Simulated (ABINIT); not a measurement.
# KBr (Fm-3m): a self-consistent loop beyond G0W0, cycle by cycle, part 2 of 2

How far does self-consistency move the gap of KBr (Fm-3m)?

ABINIT 10.8.3; PBE and many-body steps on it, plane waves. Known limits of the many-body steps: not at the basis limit; no spin-orbit coupling.

So far. Step 3 (Screening, 4×4×4 mesh, 389 bands, screening to 228.6 eV): Local fields lower ε∞ by 17 %. Step 4 (G0W0): The gap on the mesh goes from 4.44 eV to 7.00 eV, a correction of +2.56 eV.

### 5. evGW0, cycle 1

This step: evGW0 on PBE, plane waves, norm-conserving pseudopotentials.

run.abi

```
acell 3*1.0 Angstrom
rprim 
  0.000000000000 3.300000000000 3.300000000000
  3.300000000000 0.000000000000 3.300000000000
  3.300000000000 3.300000000000 0.000000000000
ntypat 2
znucl 19 35
natom 2
typat 1 2
xred 
  0.000000000000 0.000000000000 0.000000000000
  0.500000000000 0.500000000000 0.500000000000
pp_dirpath "pseudos"
pseudos "K.upf, Br.upf"
ecut 33
ngkpt 4 4 4
nshiftk 1
shiftk 0 0 0
kptopt 1
chksymbreak 0
istwfk *1
occopt 1
irdwfk 1
optdriver 4
nband 389
gwcalctyp 10
ecutsigx 33
symsigma 1
nkptgw 8
kptgw 
  0.0000000000 0.0000000000 0.0000000000
  0.2500000000 0.0000000000 0.0000000000
  0.5000000000 0.0000000000 0.0000000000
  0.2500000000 0.2500000000 0.0000000000
  0.5000000000 0.2500000000 0.0000000000
  -0.2500000000 0.2500000000 0.0000000000
  0.5000000000 0.5000000000 0.0000000000
  -0.2500000000 0.5000000000 0.2500000000
bdgw 
  1 15
  1 15
  1 15
  1 15
  1 15
  1 15
  1 15
  1 15
ecuteps 8.4
irdscr 1
ppmodel 1
indata_prefix "in"
outdata_prefix "out"
tmpdata_prefix "tmp"
```

The run is started by

```
$ OMP_NUM_THREADS=1 mpirun -n 8 abinit run.abi > log
```

Log:

```text
.Version 10.8.3 of ABINIT. v10.8.2 released Aug 2026.

 Symmetries : space group Fm -3 m (#225); Bravais cF (face-center cubic)
[... echo of the input left out ...]
== DATASET  1 ==================================================================
-   mpi_nproc: 8, omp_nthreads: 1 (-1 if OMP is not activated)

--- !DatasetInfo
iteration_state: {dtset: 1, }
dimensions: {natom: 2, nkpt: 8, mband: 389, nsppol: 1, nspinor: 1, nspden: 1, mpw: 4477, }
cutoff_energies: {ecut:  33.0, pawecutdg:  -1.0, }
electrons: {nelect:   1.60000000E+01, charge:   0.00000000E+00, occopt:   1.00000000E+00, tsmear:   1.00000000E-02, }

 SIGMA: Calculation of the GW corrections

 Based on a program developped by R.W. Godby, V. Olevano, G. Onida, and L. Reining.
 Incorporated in ABINIT by V. Olevano, G.-M. Rignanese, and M. Torrent.
.Using double precision arithmetic ; gwpc =  8

[... cell and pseudopotentials left out ...]
--------------------------------------------------------------------------------

 ==== K-mesh for the wavefunctions ====
 Number of points in the irreducible wedge :     8
[... list of points left out ...]
 Together with 48 symmetry operations and time-reversal symmetry
 yields    64 points in the full Brillouin Zone.

 ==== Q-mesh for screening function ====
 Number of points in the irreducible wedge :     8
[... list of points left out ...]
 Together with 48 symmetry operations and time-reversal symmetry
 yields    64 points in the full Brillouin Zone.

 vcoul_init : cutoff-mode = AUXILIARY_FUNCTION
 q-points for optical limit:   1
     1)      0.000010    0.000020    0.000030
 setmesh: FFT mesh size selected  =    45x   45x   45
          total number of points  =        91125

 Number of electrons calculated from density =   16.0000; Expected =   16.0000
[...]
QP_gap     :    9.070
Delta_QP_KS:    2.915
data: !SigmaeeData |
     Band     E_DFT   <VxcDFT>   E(N-1)  <Hhartree>   SigX  SigC[E(N-1)]    Z     dSigC/dE  Sig[E(N)]  DeltaE  E(N)_pert E(N)_diago
[...]
--- !SelfEnergy_ee
iteration_state: {dtset: 1, }
kpoint     : [  -0.250,    0.500,    0.250, ]
spin       : 1
KS_gap     :    7.925
QP_gap     :   10.950
Delta_QP_KS:    3.024
data: !SigmaeeData |
     Band     E_DFT   <VxcDFT>   E(N-1)  <Hhartree>   SigX  SigC[E(N-1)]    Z     dSigC/dE  Sig[E(N)]  DeltaE  E(N)_pert E(N)_diago
[...]
14    10.728   -12.483    10.728    23.211    -5.737    -3.801     0.836    -0.196   -10.021     2.462    13.190    13.672
       15    10.956   -12.780    10.956    23.736    -6.151    -3.891     0.837    -0.195   -10.489     2.291    13.248    13.695

 New Fermi energy :        4.871856E-02 Ha ,    1.325699E+00 eV
 New Exchange energy :    -6.490169E+00 Ha ,   -1.766065E+02 eV

 === QP Band Gaps ===
  >>>> For spin  1
   Minimum direct gap =   7.5415 [eV], located at k-point      :   0.0000  0.0000  0.0000
   Fundamental gap    =   7.5415 [eV], Top of valence bands at :   0.0000  0.0000  0.0000
                                       Bottom of conduction at :   0.0000  0.0000  0.0000

 writing QP data on file : out_QPS

 Convergence of QP corrections
 >>>>> For spin  1 <<<<<
.  kptgw no:  1; Maximum DeltaE = (  -3.486  -0.003) for band index:  4
.  kptgw no:  2; Maximum DeltaE = (  -3.464  -0.004) for band index:  4
.  kptgw no:  3; Maximum DeltaE = (  -3.459  -0.002) for band index:  4
[...]
.  kptgw no:  7; Maximum DeltaE = (  -3.492  -0.003) for band index:  3
.  kptgw no:  8; Maximum DeltaE = (  -3.502  -0.004) for band index:  4

== END DATASET(S) ==============================================================
================================================================================

 -outvars: echo values of variables after computation  --------
           etotal      0.0000000000E+00
            nband         389
             nkpt           8
          spgroup         225
 [... the other variables as echoed above ...]

 Calculation completed.
```

Wall time 21 min (8 MPI ranks of Arm Neoverse V2, shared host); peak memory 5.4 GiB.

Numbers from this step:

| Item | Value |
| --- | --- |
| quasiparticle gap on the mesh | 7.541 eV |
| gap of the density functional on the mesh | 4.436 eV |
| k of the valence top | 0, 0, 0 |
| k of the conduction bottom | 0, 0, 0 |
| Z at the valence top | 0.813 |
| Z at the conduction bottom | 0.865 |
| least direct quasiparticle gap on the computed points | 7.541 eV |

Against G0W0 in ABINIT (4×4×4 mesh, 389 bands, screening to 228.6 eV, Godby-Needs plasmon pole), the gap moves by +0.545 eV. This first cycle still uses the starting levels; it takes the full correction, at all points of the mesh, and its linearised value is 6.996 eV.

### 6. evGW0, cycle 2

The corrected levels of the last cycle go back in.

run.abi, as its differences from that of step 5:

```diff
@@ -50,2 +50,3 @@
 ppmodel 1
+irdqps 1
 indata_prefix "in"
```

Log:

```text
.Version 10.8.3 of ABINIT. v10.8.2 released Aug 2026.

 Symmetries : space group Fm -3 m (#225); Bravais cF (face-center cubic)
[... echo of the input left out ...]
== DATASET  1 ==================================================================
-   mpi_nproc: 8, omp_nthreads: 1 (-1 if OMP is not activated)

--- !DatasetInfo
iteration_state: {dtset: 1, }
dimensions: {natom: 2, nkpt: 8, mband: 389, nsppol: 1, nspinor: 1, nspden: 1, mpw: 4477, }
cutoff_energies: {ecut:  33.0, pawecutdg:  -1.0, }
[...]
.  kptgw no:  3; Maximum DeltaE = (  -2.930  -0.220) for band index:  1
[...]
.  kptgw no:  7; Maximum DeltaE = (  -3.258  -0.182) for band index:  1
.  kptgw no:  8; Maximum DeltaE = (  -2.804  -0.236) for band index:  1

== END DATASET(S) ==============================================================
================================================================================

 -outvars: echo values of variables after computation  --------
           etotal      0.0000000000E+00
            nband         389
             nkpt           8
          spgroup         225
 [... the other variables as echoed above ...]

 Calculation completed.
```

Elapsed: 21 min, on 8 MPI ranks; peak memory 5.4 GiB; 2.8 h of CPU time.

Numbers from this step:

```
quasiparticle gap on the mesh                         : 7.382 eV
gap of the density functional on the mesh             : 4.436 eV
k of the valence top                                  : 0, 0, 0
k of the conduction bottom                            : 0, 0, 0
least direct quasiparticle gap on the computed points : 7.382 eV
```

Against the cycle before, the gap moves by −0.159 eV.

### 7. The runs together

Times are wall times on 8 MPI ranks of Arm Neoverse V2, shared host, good to a factor of about two. A run's time includes the screening step that it read.

| run | mesh | bands | screening cutoff (eV) | DFT gap (eV) | gap on the mesh (eV) | direct (eV) | ε∞ used | time |
| --- | --- | --- | --- | --- | --- | --- | --- | --- |
| G0W0 | 4×4×4 | 389 | 228.6 | 4.436 | 6.996 | 6.996 | 2.37 | 2.2 min |
| evGW0, cycle 1 | 4×4×4 | 389 | 228.6 | 4.436 | 7.541 | 7.541 | 2.37 | 22 min |
| evGW0, cycle 2 | 4×4×4 | 389 | 228.6 | 4.436 | 7.382 | 7.382 | 2.37 | 22 min |

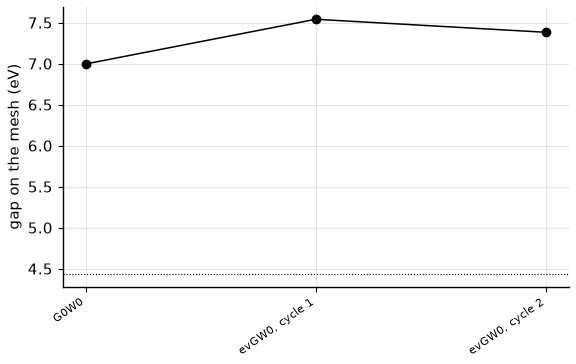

The gap through the cycles; the dotted line is the starting gap.

### 8. Summary of results

```json
{"G0W0": "6.996 eV", "evGW0, cycle 1": "7.541 eV", "evGW0, cycle 2": "7.382 eV", "known limits": "not at the basis limit; no spin-orbit coupling"}
```

**Reading.** Only the bands that the input lists are updated; the others, empty or deep, keep the functional's energies or take a rigid shift. evGW0 ends at 7.38 eV, +0.39 eV from G0W0, after 2 cycles that took 41 min beside the first screening; the last moved the gap by 0.159 eV, so the loop had not settled. The first cycle of evGW0 takes the full correction, without the factor Z, so it overshoots the one-shot value. Bands and cutoff are finite, so the gap is not at the basis limit. The miss can reach some tenths of an eV and take either sign; the mesh is an error of its own. The many-body steps are scalar-relativistic: spin-orbit coupling is not in them.

[Paths, hosts, dates, memory and timing lines, banners, echoed tables and standing remarks are left out of the program output.]

[Logs are printed without paths, hosts, clocks, repeated set-up lines and the standing remarks that a program may print on its own settings, such as how far it seeks lower states.]

[Runs of the session that timed out or met a known fault of the program may be left out.]

[Hosts, paths, dates, database ids (printed as entryN), source tags and the programs' standing remarks are cut or masked in the printed files.]

[G0W0 gaps are taken among the corrected bands and points alone; a level outside them can change the order at an edge.]

[Where Ansatz stands beside ABINIT at settings called matched, ABINIT's density can come from a denser mesh and the files from another edition; pairs whose starting gaps differed by over 0.03 eV were left out, so agreement reads better than it is.]
